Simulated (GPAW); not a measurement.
## Run report: SiNH$_{3}$O, property calculation

- system: SiNH$_{3}$O, SMILES N[Si]O
- method: PBE/real-space grid, scalar-relativistic datasets (GPAW 26.7.0)

The geometry comes from this level: GFN2-xTB.

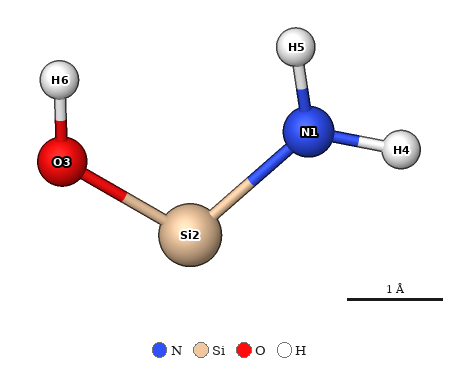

The input geometry (ball-and-stick view, seen at a tilt; atoms are numbered from 1 in the order of the input). Bond lengths as drawn: H–N 1.00 to 1.01 Å, H–O 0.96 Å, N–Si 1.72 Å and O–Si 1.63 Å.

Input file (calc.py)
```python
import numpy as np
from ase.io import read
from ase.units import Debye
from gpaw import GPAW

mol = read('H3NOSi.xyz')
mol.center(vacuum=4.5)

calculator = GPAW(mode='fd', h=0.18, xc='PBE', maxiter=150, txt='-')
mol.calc = calculator

energy = mol.get_potential_energy()
print(f'Energy = {energy:.5f} eV')
forces = mol.get_forces()
print('Forces (eV/Ang)')
for symbol, f in zip(mol.symbols, forces):
    print(f'{symbol:2} {f[0]:9.4f} {f[1]:9.4f} {f[2]:9.4f}')
dipole = mol.get_dipole_moment() / Debye
print(f'Dipole                  {np.linalg.norm(dipole):.3f} D')
homo, lumo = calculator.get_homo_lumo()
print(f'HOMO: {homo:.3f} eV')
print(f'LUMO                    {lumo:.3f} eV')
print(f'Gap: {lumo - homo:.3f} eV')
```

File H3NOSi.xyz
```
6

N     -0.773880     0.123770    -0.517520
Si     0.649820    -0.833640    -0.607370
O      1.458070    -0.399060     0.734550
H     -1.498320     0.084140    -1.212820
H     -0.994200     0.787560     0.215840
H      1.158510     0.237230     1.387310
```

Launch command:
```bash
python calc.py > calc.log
```

Output
```
__  _  _
 | _ |_)|_||  |
 |__||  | ||/\| - 26.7.0

units:  Angstrom and eV
cores:  1
OpenMP: False

Versions:
  Python: 3.12.14
  ASE:    3.29.0
  Numpy:  2.5.5
  Scipy:  1.18.1
  Libxc:  7.0.0

        _gpaw.cpython-312-aarch64-linux-gnu.so

Input parameters:
  mode=FD(),
  h=0.18,
  maxiter=150,
  xc=XC(name='PBE')

Diagonalizing LCAO Hamiltonian
Converting LCAO to fd mode
        .----------------------------.
       /|                            |
      / |                            |
     /  |                            |
    /   |                            |
   /    |                            |
  /     |                            |
 *      |                            |
 |      |                            |
 |      |             H              |
 |      |        H    O              |
 |      |        N                   |
 |      |      H    Si               |
 |      |                            |
 |      .----------------------------.
 |     /                            /
 |    /                            /
 |   /                            /
 |  /                            /
 | /                            /
 |/                            /
 *----------------------------*

Atoms  # Å, Bohr magnetons
|   | symbol |        x |        y |        z |    initial magnetic moments |
|---|--------|----------|----------|----------|-----------------------------|
| 0 |      N | 5.224440 | 5.457410 | 5.195300 | ( 0.0000,  0.0000,  0.0000) |
| 1 |     Si | 6.648140 | 4.500000 | 5.105450 | ( 0.0000,  0.0000,  0.0000) |
| 2 |      O | 7.456390 | 4.934580 | 6.447370 | ( 0.0000,  0.0000,  0.0000) |
| 3 |      H | 4.500000 | 5.417780 | 4.500000 | ( 0.0000,  0.0000,  0.0000) |
| 4 |      H | 5.004120 | 6.121200 | 5.928660 | ( 0.0000,  0.0000,  0.0000) |
| 5 |      H | 7.156830 | 5.570870 | 7.100130 | ( 0.0000,  0.0000,  0.0000) |

Unit cell  # Å
| periodic |         x |         y |         z |   lengths |    angles |
|----------|-----------|-----------|-----------|-----------|-----------|
|       no | 11.956390 |  0.000000 |  0.000000 | 11.956390 | 90.000000 |
|       no |  0.000000 | 10.621200 |  0.000000 | 10.621200 | 90.000000 |
|       no |  0.000000 |  0.000000 | 11.600130 | 11.600130 | 90.000000 |

Number of symmetries: 1
Symmetry operations  # r_c * U_cc + t_c -> r_c
|   | kind |            matrix            |
|---|------|------------------------------|
| 0 |  E   |  1, 0, 0,  0, 1, 0,  0, 0, 1 |

BZ-sampling:
  Number of BZ points: 1
  Number of IBZ points: 1

  Monkhorst-Pack size: [1, 1, 1]
  Monkhorst-Pack shift: [0, 0, 0]

K-points  # in reciprocal-cell coordinates
|   |                                coordinates |     weight |
|---|--------------------------------------------|------------|
| 0 | (  0.00000000,   0.00000000,   0.00000000) | 1.00000000 |

Uniform wave function grid shape: (np.int64(67), np.int64(59), np.int64(63))
Spin-components: 1 (collinear spins)
Bands:           15
Projectors:      24
Spin-degeneracy: 2
Datatype:        float64

  Storage: CPU
  Wave functions: 29_884_680 bytes (29_884_680 per core)

Parallelization:
  kpt:    1
  domain: 1
  band:   1

Density:
  Valence electrons: 18.0
  Components: 1
  Grid points: [68 60 64]
  Charge: 0.0  # |e|

Potential:
  Grid points: [68 60 64]

species:
  N:
    name:    Nitrogen
    Z:       7.0
    valence: 5
    core:    2
    charge:  0.0  # [|e|]
    file:    N.PBE.gz
    compensation charges:
      type: gauss
      rc: 0.18  # [Å]
      lmax: 2
    cutoffs:
      filter: 1.11  # [Å]
      core: 0.96  # [Å]
    projectors
    | kind |    occ | energy [eV] | rcut [Å] |
    |------|--------|-------------|----------|
    |   2s |  2.000 |     -18.583 |    0.603 |
    |   2p |  3.000 |      -7.089 |    0.529 |
    |    s |        |       8.629 |    0.603 |
    |    p |        |      20.123 |    0.529 |
    |    d |        |       0.000 |    0.577 |

    Using partial waves for N as LCAO basis

  Si:
    name:    Silicon
    Z:       14.0
    valence: 4
    core:    10
    charge:  0.0  # [|e|]
    file:    Si.PBE.gz
    compensation charges:
      type: gauss
      rc: 0.33  # [Å]
      lmax: 2
    cutoffs:
      filter: 1.86  # [Å]
      core: 2.06  # [Å]
    projectors
    | kind |    occ | energy [eV] | rcut [Å] |
    |------|--------|-------------|----------|
    |   3s |  2.000 |     -10.812 |    1.058 |
    |   3p |  2.000 |      -4.081 |    1.058 |
    |    s |        |      16.399 |    1.058 |
    |    p |        |      23.130 |    1.058 |
    |    d |        |       0.000 |    1.058 |

    Using partial waves for Si as LCAO basis

  O:
    name:    Oxygen
    Z:       8.0
    valence: 6
    core:    2
    charge:  0.0  # [|e|]
    file:    O.PBE.gz
    compensation charges:
      type: gauss
      rc: 0.21  # [Å]
      lmax: 2
    cutoffs:
      filter: 1.17  # [Å]
      core: 0.83  # [Å]
    projectors
    | kind |    occ | energy [eV] | rcut [Å] |
    |------|--------|-------------|----------|
    |   2s |  2.000 |     -23.961 |    0.688 |
    |   2p |  4.000 |      -9.029 |    0.598 |
    |    s |        |       3.251 |    0.688 |
    |    p |        |      18.182 |    0.598 |
    |    d |        |       0.000 |    0.619 |

    Using partial waves for O as LCAO basis

  H:
    name:    Hydrogen
    Z:       1.0
    valence: 1
    core:    0
    charge:  0.0  # [|e|]
    file:    H.PBE.gz
    compensation charges:
      type: gauss
      rc: 0.15  # [Å]
      lmax: 2
    cutoffs:
      filter: 0.85  # [Å]
      core: 0.53  # [Å]
    projectors
    | kind |    occ | energy [eV] | rcut [Å] |
    |------|--------|-------------|----------|
    |   1s |  1.000 |      -6.494 |    0.476 |
    |    s |        |      20.717 |    0.476 |
    |    p |        |       0.000 |    0.476 |

    Using partial waves for H as LCAO basis

Reference energy: -11446.388542  # eV

eigensolver:
  PPCG
  Converge bands: occupied
  niter=2

density mixing:
  MSR1-Mixer
  Pratt-step length: 0.05
  Maximum mixing coefficient: 0.75
  Old densities: 10
  SVD Regularization: 0.005
  Good broyden scale: 1.0
  Trust region scale: 1.0
  Backstep threshold: 4.0
  History deletion threshold: 6.0
  Fourier metric: weight=20.0, sigma=0.015

occupation numbers:
  # Zero width

FastPoissonSolver using
    Stencil: 6*3+1=19 point O(h^6) finite-difference Laplacian
    FFT axes: []
    FST axes: [np.int64(1), np.int64(2), np.int64(0)]

xc functional:
  name: PBE with 2 nearest neighbor stencil
interpolation: tri-quintic # 5. degree polynomial

Initialization done in: 1.875 s

convergence criteria:
- Maximum [total energy] change in last 3 cyles: 0.0005 eV / valence electron
- Maximum integral of absolute [dens]ity change: 0.0001 electrons / valence electron
- Maximum integral of absolute [eigenst]ate change: 4e-08 eV^2 / valence electron
maximum number of iterations: 150

SCF iterations
|iter     |     time |      energy | eigst |  dens |
|---------|----------|-------------|-------|-------|
|iter:   1| 00:00:03 |  -36.742601 | +1.14 |       |
|iter:   2| 00:00:04 |  -35.647197 | +0.04 | -0.61 |
|iter:   3| 00:00:05 |  -32.234261 | +0.52 | -0.66 |
|iter:   4| 00:00:07 |  -32.207179 | -0.29 | -1.22 |
|iter:   5| 00:00:08 |  -32.199588 | -1.16 | -1.51 |
|iter:   6| 00:00:09 |  -32.198333c| -1.77 | -2.26 |
|iter:   7| 00:00:11 |  -32.198260c| -2.83 | -2.61 |
|iter:   8| 00:00:12 |  -32.198295c| -3.65 | -2.93 |
|iter:   9| 00:00:13 |  -32.198295c| -4.52 | -3.67 |
|iter:  10| 00:00:15 |  -32.198295c| -5.25 | -4.02c|
|iter:  11| 00:00:16 |  -32.198295c| -6.04 | -4.66c|
|iter:  12| 00:00:18 |  -32.198295c| -6.71 | -5.07c|
|iter:  13| 00:00:19 |  -32.198295c| -7.40c| -5.52c|

Converged in 13 steps
SCF loop duration: 16.832 s (1.295 s/step)
Energy contributions relative to reference atoms: (reference = -11446.388542)

Energy contributions:
  Kinetic:          39.261526
  Coulomb:         -42.123859
  Zero:              0.865763
  External:          0.000000
  Xc:              -30.201725
  Entropy:           0.000000
  Spinorbit:         0.000000
  ----------------------------
  Free energy:     -32.198295
  Extrapolated:    -32.198295

dipole moment: (-0.434364, 0.414336, 0.204155)  # |e|*Ang

Fermi level: -3.649
Eigenvalues  # (at kpt = [0.000, 0.000, 0.000])
| band index |      eig [eV] | occ [0-2] |
|------------|---------------|-----------|
|          0 |       -25.215 |     2.000 |
|          1 |       -21.295 |     2.000 |
|          2 |       -14.016 |     2.000 |
|          3 |       -12.462 |     2.000 |
|          4 |       -11.766 |     2.000 |
|          5 |        -8.638 |     2.000 |
|          6 |        -8.464 |     2.000 |
|          7 |        -6.787 |     2.000 |
|          8 |        -5.727 |     2.000 |
|          9 |        -1.570 |     0.000 |
|         10 |        -0.854 |     0.000 |
|         11 |        -0.466 |     0.000 |
|         12 |         0.539 |     0.000 |
|         13 |         0.962 |     0.000 |
|         14 |         1.183 |     0.000 |

Gap: 4.157 eV
Transition (v -> c):
  (s=0, k=0, n=8, [0.00, 0.00, 0.00]) -> (s=0, k=0, n=9, [0.00, 0.00, 0.00])
No difference between direct/indirect transitions
vacuum-level: 0.000  # V
Energy = -32.19830 eV

Forces  # eV/Ang
|        x |        y |        z |
|----------|----------|----------|
|  0.03355 |  0.13589 |  0.21832 |  # N    0
| -0.43923 | -0.68875 | -1.37740 |  # Si   1
|  1.13465 | -0.00881 |  0.92492 |  # O    2
| -0.36204 | -0.02986 | -0.37280 |  # H    3
| -0.13186 |  0.20558 |  0.17107 |  # H    4
| -0.22945 |  0.44158 |  0.42234 |  # H    5

Force computation time: 0.073  # s
Forces (eV/Ang)
N     0.0336    0.1359    0.2183
Si   -0.4392   -0.6888   -1.3774
O     1.1347   -0.0088    0.9249
H    -0.3620   -0.0299   -0.3728
H    -0.1319    0.2056    0.1711
H    -0.2295    0.4416    0.4223
Dipole                  3.045 D
HOMO: -5.727 eV
LUMO                    -1.570 eV
Gap: 4.157 eV
```

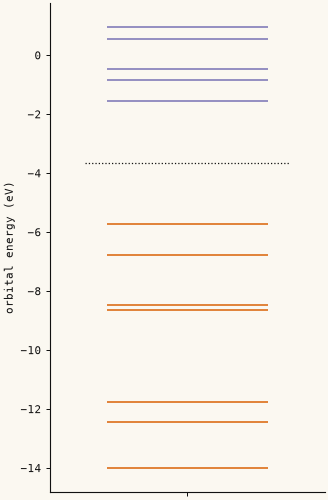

Orbital energies near the frontier; the dotted line parts filled from empty levels, and levels within 0.02 eV of each other stand side by side. Highest filled −5.73 eV, lowest empty −1.57 eV, 4.16 eV apart.

Results in brief

```tsv
quantity	value
outcome	converged
energy relative to the program's reference atoms	−32.1983 eV
largest force	1.601 eV/Å
HOMO	−5.73 eV
LUMO	−1.57 eV
dipole moment	3.05 D
hardware	1 thread of Arm Neoverse V1, 24 GiB of memory available, shared host
wall time	20 s
peak memory	0.66 GiB
```
